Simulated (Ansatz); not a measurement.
## The perfect Ni wire along [110], 7 atoms a period

Aim: is the Ni wire along [110], 7 atoms a period a metal or a semiconductor?

Main program and level: Ansatz 0.2.0; DFT PBE, plane waves, PAW; relaxation of a wire's period; PAW set soft_1, in the first sound run; inputs show where later runs differ.

## (1) The starting structure

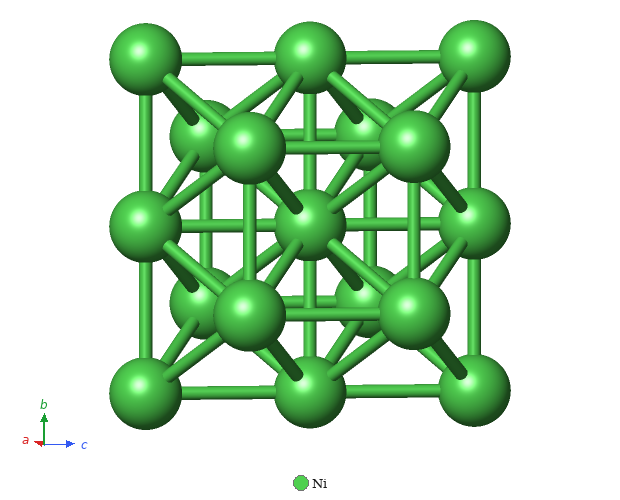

The starting structure, seen from the side, with the c axis across the page (nickel green). 1×1×2 cells are drawn. Some periodic images of atoms are drawn too.

The cell holds 7 atoms: 7 Ni. Cell: a = 10.320 Å, b = 11.778 Å, c = 2.489 Å, α = 90.0°, β = 90.0°, γ = 90.0°. Vacuum lies along a and b. The structure's axis is c.

## (2) The relaxed wire

Band widths follow the bond lengths, so the wire is relaxed first. The atoms and the third cell vector are free; the box across stays fixed as vacuum. Moments are seeded so that a magnetic state can form if it lies lower. A Fermi-Dirac smearing is set since the result may be a metal. The pressure printed is a third of the stress's trace over the whole box, vacuum included; only the stress along the axis is relaxed.

Contents of input.yaml:

```yaml
crystal:
  lattice:
    - [10.32, 0.0, 0.0]
    - [0.0, 11.778, 0.0]
    - [0.0, 0.0, 2.4890158698]
  atoms:
    - { symbol: Ni, position: [0.5, 0.711328896, 0.0], spin: 0.8 }
    - { symbol: Ni, position: [0.5, 0.500001347, 0.0], spin: 0.8 }
    - { symbol: Ni, position: [0.329457364, 0.394337573, 0.5], spin: 0.8 }
    - { symbol: Ni, position: [0.329457364, 0.605665122, 0.5], spin: 0.8 }
    - { symbol: Ni, position: [0.670542636, 0.394337573, 0.5], spin: 0.8 }
    - { symbol: Ni, position: [0.670542636, 0.605665122, 0.5], spin: 0.8 }
    - { symbol: Ni, position: [0.5, 0.288673799, 0.0], spin: 0.8 }
magnetization:
  spin_polarized: true
kpoints:
  mp_grid: { grid: [1, 1, 33] }
scf:
  occupations: { method: fermi_dirac, width: 0.05 }
hamiltonian:
  xc: pbe
  pseudopotentials: { kind: paw, azcp: { folder: soft_1 } }
relax:
  cell: { fix: [a, b, alpha, beta, gamma] }
  max_steps: 45
  f_tol: 0.03
```

Started as:

```sh
ansatz run input.yaml --threads 4 --pin off --max-ram 16384MiB --backend cpu --events-out ev --progress --plain --runs-dir out
```

Numbers of over 12 decimals in the logs are rounded to 6 here.

Output:

```text
Engine: ansatz 0.2.0, aarch64-unknown-linux-gnu
Pseudopotentials: kind: paw
Pseudopotential: Ni, paw, valence charge 18, recommended cutoff 420 eV (normal), soft_1/Ni.paw.azcp
Functional definition: PBE
  parameter kappa = 0.804
  parameter beta = 0.066725
  exchange = pbe_x(kappa = kappa, mu = beta*pi^2/3)
  correlation = pbe_c(beta = beta)
Crystal: 7 atoms, lattice volume = 302.537 Å³
Basis set: ecut = 420 eV, 5893 PW (Γ), exchange–correlation on 144×160×36 points (8 copies of the dense FFT grid, shifted against one another)
Bands: 79, of which v1, the nominal top of the filled ones, is band 63 counted from 1 (62 counted from 0)
Symmetry: 8 space group operations
Space group: Pmmm (ITA 47), of the structure as read, at distance tolerance 6.7e-5 Å
Magnetic group: BNS 47.249 (UNI 347), of the structure as read, at distance tolerance 6.7e-5 Å
k-points: 17 of 33
Non-local potential: Ni, projectors of the file, l = 0: 3, l = 1: 2, l = 2: 3, l = 3: 1
PAW form: soft (Blöchl's): semilocal exchange-correlation on the pseudo side does not see the compensation charge
PAW one-centre angular grid: Ni, 590 points (default); XC on 64 Gauss nodes
Initial density: superposition of atomic densities (neutral atoms: chi_scale 0, normalization atom)
Starting moments: Σ|m| = 5.6 μB on 7 of 7 sites
Initial wavefunctions: pseudopotential atomic-orbital guess
Functional: x = pbe(κ = 0.804, μ = 0.219515), c = pbe(β = 0.066725)
SCF iter   1: F=—  HF=-40863.813147 eV  |F-HF|=—  |Δ(HF+E_count)|=         —  Δρ=2.31e-2 (↑2.31e-2 ↓1.49e-2)  dr2=1.15e1  dr2_m=4.31e-1  M=5.909 μB ∫|m|=6.141 μB  β_m=0.30  ethr=3.10e-3  ⟨swp⟩=7.9  Hψ=12229  notcnv=0  defer=37
Mixer restart at iter 1: flushing history
preconditioner: auto → LDOS  [metal: Δε(μ)=0.005 eV  Ē_g=5.826 eV  σ=0.050 eV  W_gap=0.02  n_scr=50 (ndim 8)  ℏωp=17.9 eV  f_vac=0.601  D(μ)=22.05/eV (n_scr^D=252)]
spin=Collinear: LDOS preconditioning applied to the charge; magnetization (m = ρ↑ − ρ↓) channel mixes plain (no charge-response kernel on spin).
SCF iter   2: F=—  HF=-40865.538233 eV  |F-HF|=—  |Δ(HF+E_count)|=    1.73e0  Δρ=1.84e-2 (↑1.84e-2 ↓7.36e-3)  dr2=2.23e0  dr2_m=2.76e-1  M=5.950 μB ∫|m|=6.265 μB  β_m=0.39  ethr=3.10e-3  ⟨swp⟩=3.0  Hψ=4616  notcnv=0  defer=205
SCF iter   3: F=—  HF=-40869.041201 eV  |F-HF|=—  |Δ(HF+E_count)|=    3.50e0  Δρ=8.86e-3 (↑5.26e-3 ↓8.86e-3)  dr2=1.95e-1  dr2_m=1.07e-1  M=5.989 μB ∫|m|=6.426 μB  β_m=0.45  ethr=1.77e-3  ⟨swp⟩=3.2  Hψ=4388  notcnv=0  defer=204
SCF iter   4: F=—  HF=-40870.074881 eV  |F-HF|=—  |Δ(HF+E_count)|=         —  Δρ=5.05e-3 (↑5.05e-3 ↓3.33e-3)  dr2=1.32e-1  dr2_m=1.79e-2  M=5.859 μB ∫|m|=6.383 μB  β_m=0.45  ethr=1.54e-4  ⟨swp⟩=2.9  Hψ=4518  notcnv=0  defer=219
SCF iter   5: F=—  HF=-40870.529947 eV  |F-HF|=—  |Δ(HF+E_count)|=   4.55e-1  Δρ=3.05e-3 (↑1.11e-3 ↓3.05e-3)  dr2=2.93e-2  dr2_m=6.63e-3  M=5.710 μB ∫|m|=6.291 μB  β_m=0.65  ethr=1.05e-4  ⟨swp⟩=2.5  Hψ=4242  notcnv=0  defer=219
SCF iter   6: F=—  HF=-40870.648117 eV  |F-HF|=—  |Δ(HF+E_count)|=   1.18e-1  Δρ=2.69e-3 (↑9.56e-4 ↓2.69e-3)  dr2=1.14e-2  dr2_m=8.00e-3  M=5.594 μB ∫|m|=6.208 μB  β_m=0.83  ethr=2.32e-5  ⟨swp⟩=2.2  Hψ=4434  notcnv=0  defer=221
SCF iter   7: F=—  HF=-40870.663739 eV  |F-HF|=—  |Δ(HF+E_count)|=   1.56e-2  Δρ=1.50e-3 (↑1.10e-3 ↓1.50e-3)  dr2=1.09e-2  dr2_m=2.26e-4  M=5.552 μB ∫|m|=6.181 μB  β_m=0.72  ethr=9.09e-6  ⟨swp⟩=2.2  Hψ=5195  notcnv=0  defer=222
SCF iter   8: F=—  HF=-40870.662463 eV  |F-HF|=—  |Δ(HF+E_count)|=   1.28e-3  Δρ=4.67e-4 (↑7.33e-5 ↓4.67e-4)  dr2=4.42e-4  dr2_m=1.37e-4  M=5.545 μB ∫|m|=6.169 μB  β_m=0.78  ethr=8.69e-6  ⟨swp⟩=2.0  Hψ=4215  notcnv=0  defer=224
SCF iter   9: F=—  HF=-40870.662497 eV  |F-HF|=—  |Δ(HF+E_count)|=   3.36e-5  Δρ=1.42e-4 (↑7.13e-5 ↓1.42e-4)  dr2=4.56e-5  dr2_m=1.51e-5  M=5.546 μB ∫|m|=6.169 μB  β_m=0.80  ethr=3.51e-7  ⟨swp⟩=2.0  Hψ=4080  notcnv=0  defer=224
SCF iter  10: F=—  HF=-40870.662502 eV  |F-HF|=—  |Δ(HF+E_count)|=   5.03e-6  Δρ=1.17e-4 (↑2.13e-5 ↓1.17e-4)  dr2=2.32e-5  dr2_m=1.09e-5  M=5.548 μB ∫|m|=6.171 μB  β_m=0.90  ethr=3.62e-8  ⟨swp⟩=2.4  Hψ=5008  notcnv=0  defer=224
SCF iter  11: F=—  HF=-40870.662511 eV  |F-HF|=—  |Δ(HF+E_count)|=   8.85e-6  Δρ=5.29e-5 (↑1.41e-5 ↓5.29e-5)  dr2=5.15e-6  dr2_m=1.99e-6  M=5.549 μB ∫|m|=6.172 μB  β_m=0.95  ethr=1.84e-8  ⟨swp⟩=2.0  Hψ=3751  notcnv=0  defer=224
SCF iter  12: F=—  HF=-40870.662514 eV  |F-HF|=—  |Δ(HF+E_count)|=   2.80e-6  Δρ=1.76e-5 (↑1.10e-5 ↓1.76e-5)  dr2=2.97e-6  dr2_m=2.50e-7  M=5.551 μB ∫|m|=6.174 μB  β_m=0.78  ethr=4.09e-9  ⟨swp⟩=2.0  Hψ=4895  notcnv=0  defer=224
SCF iter  13: F=—  HF=-40870.662513 eV  |F-HF|=—  |Δ(HF+E_count)|=   4.87e-7  Δρ=6.30e-6 (↑2.32e-6 ↓6.30e-6)  dr2=1.13e-7  dr2_m=2.14e-8  M=5.551 μB ∫|m|=6.174 μB  β_m=0.89  ethr=2.36e-9  ⟨swp⟩=2.0  Hψ=3865  notcnv=0  defer=224
SCF iter  14: F=—  HF=-40870.662513 eV  |F-HF|=—  |Δ(HF+E_count)|=   2.05e-8  Δρ=1.83e-6 (↑1.83e-6 ↓1.71e-6)  dr2=3.64e-8  dr2_m=2.58e-9  M=5.551 μB ∫|m|=6.174 μB  β_m=0.73  ethr=8.95e-11  ⟨swp⟩=2.4  Hψ=4118  notcnv=0  defer=224
SCF iter  15: F=-40870.662513 eV  HF=-40870.662513 eV  |F-HF|=4.08e-8  |Δ(HF+E_count)|=   7.44e-9  Δρ=3.42e-6 (↑1.08e-6 ↓3.42e-6)  dr2=4.34e-8  dr2_m=4.58e-9  M=5.551 μB ∫|m|=6.174 μB  ethr=2.89e-11  ⟨swp⟩=2.8  Hψ=9144  notcnv=0
SCF 1 converged in 15 iterations: F = -40870.662513 eV  dr2 = 4.34e-8
  greatest PAW one-centre occupation: 1.001 electrons in one spin orbital (limit 2), on the Ni atom at site 5 (counted from 0), in its partial waves of l = 1
relax step   1: F+E_penalty+E_count = -40870.66251304 eV  Δ(F+E_penalty+E_count) = +0.000e0 eV  max|allowed force component| = 7.917e-1 eV/Å  Δτ_max = 0.0000 Å  P = -2.951 GPa  Ω = 302.537 Å³  fix = [a, b, alpha, beta, gamma]  reactions: a -2.183, b -2.548 GPa  (15 SCF iters, dr2 threshold 1.00e-7 eV, accepted)
Crystal: 7 atoms, lattice volume = 297.174 Å³
Basis set: ecut = 420 eV, 5781 PW (Γ), exchange–correlation on 144×160×36 points (8 copies of the dense FFT grid, shifted against one another)
Initial density: handed on by an earlier stage of this run
Starting moments: Σ|m| = 5.6 μB on 7 of 7 sites; this step starts from the density that it was given
Initial wavefunctions: those handed on with the density
iter 1 solved again at ethr=6.70e-5 eV; its pass at ethr=3.10e-3 eV (dr2=8.44e-2 eV) is discarded
SCF iter   1: F=—  HF=-40870.886456 eV  |F-HF|=—  |Δ(HF+E_count)|=         —  Δρ=2.93e-3 (↑2.92e-3 ↓2.93e-3)  dr2=8.72e-2  dr2_m=5.84e-3  M=5.503 μB ∫|m|=6.109 μB  β_m=0.30  ethr=6.70e-5  ⟨swp⟩=3.3  Hψ=13431  notcnv=0
[...]
relax step   4: F+E_penalty+E_count = -40870.94797556 eV  Δ(F+E_penalty+E_count) = -4.678e-3 eV  max|allowed force component| = 1.138e-2 eV/Å  Δτ_max = 0.0109 Å  P = +0.022 GPa  Ω = 290.554 Å³  energy of the carried Pulay correction = +1.964e-3 eV  fix = [a, b, alpha, beta, gamma]  reactions: a +0.074, b -0.022 GPa  (11 SCF iters, dr2 threshold 7.00e-7 eV, accepted)
Basis set: ecut = 420 eV, 5599 PW (Γ), exchange–correlation on 144×160×32 points (8 copies of the dense FFT grid, shifted against one another)
Initial wavefunctions: pseudopotential atomic-orbital guess (no wavefunctions were taken with the density)
iter 1 solved again at ethr=4.39e-6 eV; its pass at ethr=3.10e-3 eV (dr2=5.53e-3 eV) is discarded
SCF iter   1: F=—  HF=-40870.945164 eV  |F-HF|=—  |Δ(HF+E_count)|=         —  Δρ=1.58e-4 (↑6.43e-5 ↓1.58e-4)  dr2=8.84e-5  dr2_m=7.59e-6  M=5.361 μB ∫|m|=5.948 μB  β_m=0.65  ethr=4.39e-6  ⟨swp⟩=3.0  Hψ=18516  notcnv=0
preconditioner: auto → LDOS  [metal: Δε(μ)=0.004 eV  Ē_g=5.960 eV  σ=0.050 eV  W_gap=0.02  n_scr=20 (ndim 8)  ℏωp=18.2 eV  f_vac=0.636  D(μ)=16.08/eV (n_scr^D=154)]
spin=Collinear: LDOS preconditioning applied to the charge; magnetization (m = ρ↑ − ρ↓) channel mixes plain (no charge-response kernel on spin).
SCF iter   2: F=—  HF=-40870.945159 eV  |F-HF|=—  |Δ(HF+E_count)|=   5.21e-6  Δρ=4.58e-5 (↑4.58e-5 ↓4.55e-5)  dr2=3.34e-5  dr2_m=4.48e-8  M=5.359 μB ∫|m|=5.947 μB  β_m=0.58  ethr=7.02e-8  ⟨swp⟩=2.0  Hψ=3765  notcnv=0
SCF iter   3: F=—  HF=-40870.945157 eV  |F-HF|=—  |Δ(HF+E_count)|=   1.22e-6  Δρ=3.68e-5 (↑3.68e-5 ↓2.04e-5)  dr2=2.92e-6  dr2_m=1.49e-6  M=5.358 μB ∫|m|=5.945 μB  β_m=0.70  ethr=2.65e-8  ⟨swp⟩=1.3  Hψ=2805  notcnv=0
SCF iter   4: F=—  HF=-40870.945160 eV  |F-HF|=—  |Δ(HF+E_count)|=   2.99e-6  Δρ=2.03e-5 (↑1.38e-5 ↓2.03e-5)  dr2=3.28e-6  dr2_m=2.48e-7  M=5.357 μB ∫|m|=5.945 μB  β_m=0.64  ethr=2.32e-9  ⟨swp⟩=2.4  Hψ=5024  notcnv=0
SCF iter   5: F=—  HF=-40870.945160 eV  |F-HF|=—  |Δ(HF+E_count)|=   3.15e-7  Δρ=1.22e-5 (↑1.22e-5 ↓7.63e-6)  dr2=6.10e-7  dr2_m=2.80e-8  M=5.357 μB ∫|m|=5.944 μB  β_m=0.57  ethr=2.32e-9  ⟨swp⟩=2.0  Hψ=4869  notcnv=0
SCF iter   6: F=—  HF=-40870.945160 eV  |F-HF|=—  |Δ(HF+E_count)|=   1.21e-7  Δρ=4.59e-6 (↑2.40e-6 ↓4.59e-6)  dr2=7.12e-8  dr2_m=4.69e-9  M=5.357 μB ∫|m|=5.944 μB  β_m=0.51  ethr=4.84e-10  ⟨swp⟩=2.4  Hψ=4537  notcnv=0
SCF iter   7: F=—  HF=-40870.945160 eV  |F-HF|=—  |Δ(HF+E_count)|=   2.25e-8  Δρ=1.14e-6 (↑1.14e-6 ↓9.79e-7)  dr2=2.22e-9  dr2_m=1.77e-9  M=5.357 μB ∫|m|=5.944 μB  β_m=0.64  ethr=5.65e-11  ⟨swp⟩=2.7  Hψ=4280  notcnv=0
SCF iter   8: F=—  HF=-40870.945160 eV  |F-HF|=—  |Δ(HF+E_count)|=   2.02e-8  Δρ=1.05e-6 (↑1.05e-6 ↓5.34e-7)  dr2=1.89e-9  dr2_m=1.14e-9  M=5.357 μB ∫|m|=5.944 μB  β_m=0.82  ethr=1.76e-12  ⟨swp⟩=2.8  Hψ=5500  notcnv=0
SCF iter   9: F=—  HF=-40870.945160 eV  |F-HF|=—  |Δ(HF+E_count)|=   1.11e-9  Δρ=4.83e-7 (↑2.43e-7 ↓4.83e-7)  dr2=9.97e-10  dr2_m=1.15e-10  M=5.357 μB ∫|m|=5.944 μB  β_m=0.73  ethr=1.50e-12  ⟨swp⟩=2.2  Hψ=4396  notcnv=0
SCF iter  10: F=—  HF=-40870.945160 eV  |F-HF|=—  |Δ(HF+E_count)|=  1.96e-10  Δρ=2.12e-7 (↑1.77e-7 ↓2.12e-7)  dr2=2.64e-10  dr2_m=9.28e-12  M=5.357 μB ∫|m|=5.944 μB  β_m=0.59  ethr=1.00e-12  ⟨swp⟩=2.0  Hψ=3914  notcnv=0
SCF iter  11: F=—  HF=-40870.945160 eV  |F-HF|=—  |Δ(HF+E_count)|=  6.55e-11  Δρ=9.75e-8 (↑7.49e-8 ↓9.75e-8)  dr2=4.36e-11  dr2_m=4.65e-12  M=5.357 μB ∫|m|=5.944 μB  β_m=0.75  ethr=1.00e-12  ⟨swp⟩=1.0  Hψ=2686  notcnv=0
SCF iter  12: F=—  HF=-40870.945160 eV  |F-HF|=—  |Δ(HF+E_count)|=  7.28e-12  Δρ=4.53e-8 (↑1.55e-8 ↓4.53e-8)  dr2=3.38e-12  dr2_m=1.51e-12  M=5.357 μB ∫|m|=5.944 μB  β_m=0.87  ethr=1.00e-12  ⟨swp⟩=1.2  Hψ=2694  notcnv=0
SCF iter  13: F=-40870.945160 eV  HF=-40870.945160 eV  |F-HF|=4.37e-11  |Δ(HF+E_count)|=  2.91e-11  Δρ=4.11e-8 (↑2.51e-8 ↓4.11e-8)  dr2=8.17e-12  dr2_m=8.72e-13  M=5.357 μB ∫|m|=5.944 μB  ethr=1.00e-12  ⟨swp⟩=3.4  Hψ=8836  notcnv=0
SCF 5 converged in 13 iterations: F = -40870.945160 eV  dr2 = 8.17e-12
relax step   5: F+E_penalty+E_count = -40870.94515996 eV  Δ(F+E_penalty+E_count) = +2.816e-3 eV  max|allowed force component| = 1.131e-2 eV/Å  Δτ_max = 0.0000 Å  P = +0.033 GPa  Ω = 290.554 Å³  fix = [a, b, alpha, beta, gamma]  reactions: a +0.080, b -0.014 GPa  stress off target by 3.45e-2 GPa on what of the cell is left free  SCF on the basis re-selected at this cell (its energy is not comparable with the rows above)  (13 SCF iters)
basis re-selected at this cell: Δ(F+E_penalty+E_count) = +2.816e-3 eV, ΔP = +0.011 GPa vs the last step (what re-selecting the basis moved, of the pressure what is left beyond the Pulay correction that the steps carried, after the strain that the cell walked since its last selection, with what the two solves' SCF thresholds leave and, on support functions, any second-order correction that the steps lacked; it is no measure of the basis error at this ecutwfc). The dense FFT grid was sized anew with the basis: this SCF ran on 72×80×16 points, the steps before it on 72×80×18, so part of this shift can come from that change (see relax.cell in the input reference). [rest of the remark cut]
SCF converged after 13 iterations
Magnetization: 5.3567 μB (65.6784 up, 60.3216 down)
Absolute magnetization: 5.9502 μB (∫|ρ↑−ρ↓|, with the PAW one-centre terms)
Spin contamination: 0.0801 ħ² per cell (⟨S²⟩ above its minimum at these occupations)
Per-site moments (μB) at R_I (Å): [(0.771002, 0.982240), (0.806898, 0.982240), (0.789950, 0.986051), (0.789950, 0.986051), (0.789950, 0.986051), (0.789950, 0.986051), (0.771002, 0.982240)]
Free energy (F): -40870.945160 eV
Harris-Foulkes:  -40870.945160 eV  (|F-HF|=4.37e-11)
Internal energy: -40870.814194 eV  (E = F + TS)
E sigma→0 (E₀):  -40870.879677 eV
Entropy (-TS):   -0.130966 eV (-18.709 meV/atom)
Fermi energy:    1.405758 eV
--- Per-component energies (eV) ---
  E_band       = -4068.814902
  E_kinetic    = 2370.554867
  E_local      = -90489.239295  (includes V_loc(G=0)·N_el)
  E_nonlocal   = -804.646531
  E_hartree    = 45043.920347
  E_xc         = -779.230304
  E_vxc        = -1004.300142  (∫ρ·V_xc dr)
  E_paw        = -11616.869489  (= ΣΔE_a)
  E_vpaw       = -4229.031538  (= ΣTr[D̂ρ^β])
  E_aug_tail   = 0.007078  (compensation charges beyond the density's cutoff)
  E_ewald      = 15404.689134
  E_smearing   = -0.130966  (= −TS)
  E_closure    = 0.000000  (closes the sum)
  Σ components = -40870.945160   (vs F -40870.945160, Δ=0.00e0)
--- Forces (eV/Å), atoms counted from 1 ---
  atom   1  Ni     0.00000000     0.00702337     0.00000000
  atom   2  Ni     0.00000000     0.00000000     0.00000000
  atom   3  Ni    -0.01122406     0.01130603     0.00000000
  atom   4  Ni    -0.01122406    -0.01130603     0.00000000
  atom   5  Ni     0.01122406     0.01130603     0.00000000
  atom   6  Ni     0.01122406    -0.01130603     0.00000000
  atom   7  Ni    -0.00000000    -0.00702337     0.00000000
  max |Σ_I F_I| component: 5.20e-18 eV/Å
--- Stress (GPa, compression-positive) ---
        0.080232       0.000000       0.000000
        0.000000      -0.014306       0.000000
        0.000000       0.000000       0.034543
  P = ⅓ Tr σ = 0.0335 GPa (0.335 kbar)
--- Relaxed structure (4 steps of the walk, 4 accepted, 1 SCFs on fresh bases) ---
  F+E_penalty+E_count = -40870.94515996 eV   max|allowed force component| = 1.131e-2 eV/Å   (the final SCF, on the basis selected at the relaxed cell)
  cell:  # Å, volume = 290.5539 Å³
    - [10.32, 0.0, 0.0]
    - [0.0, 11.778, 0.0]
    - [0.0, 0.0, 2.390427]
  atoms:
    - { symbol: Ni, position: [0.5, 0.702173, 0.0] }
    - { symbol: Ni, position: [0.5, 0.5, 0.0] }
    - { symbol: Ni, position: [0.330593, 0.397186, 0.5] }
    - { symbol: Ni, position: [0.330593, 0.602814, 0.5] }
    - { symbol: Ni, position: [0.669407, 0.397186, 0.5] }
    - { symbol: Ni, position: [0.669407, 0.602814, 0.5] }
    - { symbol: Ni, position: [0.5, 0.297827, 0.0] }
```

The job ended after 80 s (4 threads of Arm Neoverse V2, shared host; peak memory 1.2 GiB; 5.2 min of CPU time).

(Part 1 of 2 ends here.)

[Logs are printed without paths, hosts, clocks, repeated set-up lines and the standing remarks that a program may print on its own settings, such as how far it seeks lower states.]

[Hosts, paths, dates, database ids (printed as entryN), source tags and the programs' standing remarks are cut or masked in the printed files.]
